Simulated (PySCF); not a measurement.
Excited-state calculation, with input and output: C$_{2}$H$_{7}$NSi

C$_{2}$H$_{7}$NSi, SMILES NC1C[SiH2]1, computed with TDDFT (PBE0)/def2-SVP, RKS (PySCF 2.14.0).

The geometry comes from this level: PBE0-D4/def2-TZVP.

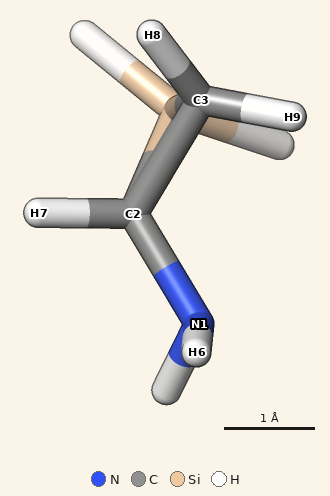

Figure 1. The structure (stick view, seen at an oblique angle; atoms are numbered from 1 in the order of the input). Bond lengths as drawn: C–C 1.54 Å, C–H 1.08 to 1.09 Å, C–N 1.44 Å, C–Si 1.85 to 1.86 Å, H–N 1.01 Å and H–Si 1.48 Å.

### Results in brief

```tsv
quantity	value
outcome	converged
total energy	−424.141152 hartree
basis functions	95
HOMO	−6.21 eV
LUMO	0.82 eV
dipole moment	1.29 D
lowest excitation	6.03 eV
hardware	1 thread of Arm Neoverse V1, 24 GiB of memory available, shared host
wall time	5.3 min
peak memory	0.73 GiB
```

### Input (run.py)
```python
from pyscf import gto, dft, tdscf

molecule = gto.Mole()
molecule.atom = [
    ('N', (-1.337200, 0.826100, -0.314200)),
    ('C', (0.048100, 0.587400, -0.015100)),
    ('C', (0.296100, -0.519700, 1.025200)),
    ('Si', (0.845000, -0.955900, -0.685100)),
    ('H', (-1.450400, 1.288300, -1.206000)),
    ('H', (-1.774000, 1.401500, 0.397500)),
    ('H', (0.701400, 1.454200, 0.118600)),
    ('H', (1.025100, -0.311700, 1.801300)),
    ('H', (-0.607900, -0.997000, 1.390600)),
    ('H', (2.288700, -0.939900, -1.005500)),
    ('H', (0.030300, -1.890100, -1.486800)),
]
molecule.basis = 'def2-svp'
molecule.max_memory = 1860
molecule.spin = 0
molecule.verbose = 3
molecule.build()

mf = dft.RKS(molecule)
mf.xc = 'pbe0'
mf.grids.level = 4
mf.conv_tol = 1e-10
mf.kernel()
if not mf.converged:
    mf = mf.newton().run(mf.mo_coeff, mf.mo_occ)

e_final = mf.e_tot
print('E = %.10f Eh' % e_final)

td = mf.TDDFT()
td.nstates = 3
td.kernel()
td.analyze()
roots = td.e * 27.211386
osc = td.oscillator_strength()
print('state   eV      nm      f')
for i, (w, f) in enumerate(zip(roots, osc), 1):
    print('%3d %9.4f %8.1f %9.5f' % (i, w, 1239.842 / w, f))
```

Run as:
```bash
OMP_NUM_THREADS=1 python run.py
```

### The program's output
```
converged SCF energy = -424.141152084438
E = -424.1411520844 Eh
Excitation energies (eV)
[6.02999026 6.41475302 6.71655692]

** Singlet excitation energies and oscillator strengths **
state   eV      nm      f
  1    6.0300    205.6   0.09049
  2    6.4148    193.3   0.03292
  3    6.7166    184.6   0.00659
```

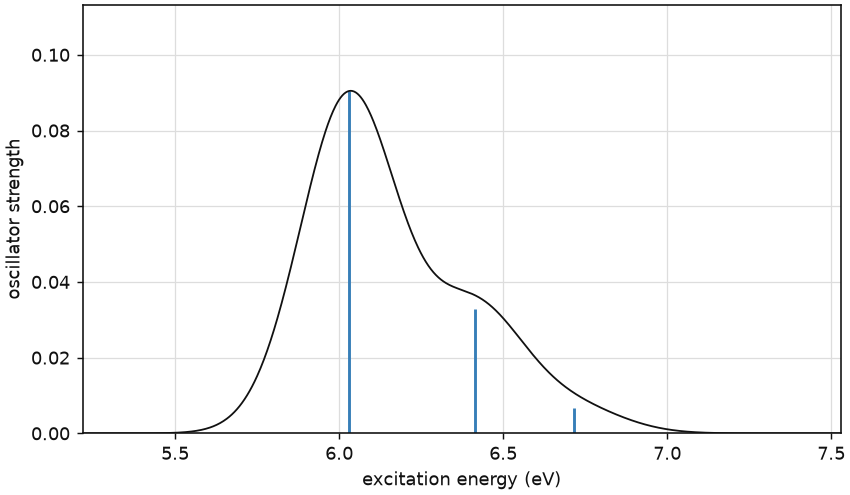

Figure 2. Computed excitations as sticks (degenerate states added up, dark ones marked on the axis), with a Gaussian envelope of 0.35 eV full width at half maximum, scaled to the tallest. Of the 3 states the lowest lies at 6.03 eV (f = 0.090); the strongest line is at 6.03 eV, or 206 nm (f = 0.090).

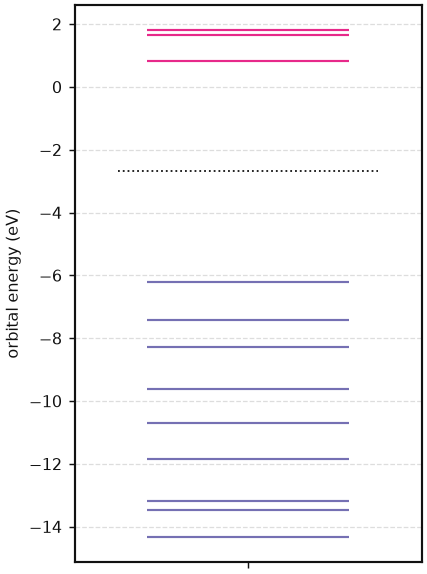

Figure 3. Orbital energies near the frontier; the dotted line parts filled from empty levels, and levels within 0.02 eV of each other stand side by side. Highest filled −6.21 eV, lowest empty 0.82 eV, 7.03 eV apart.
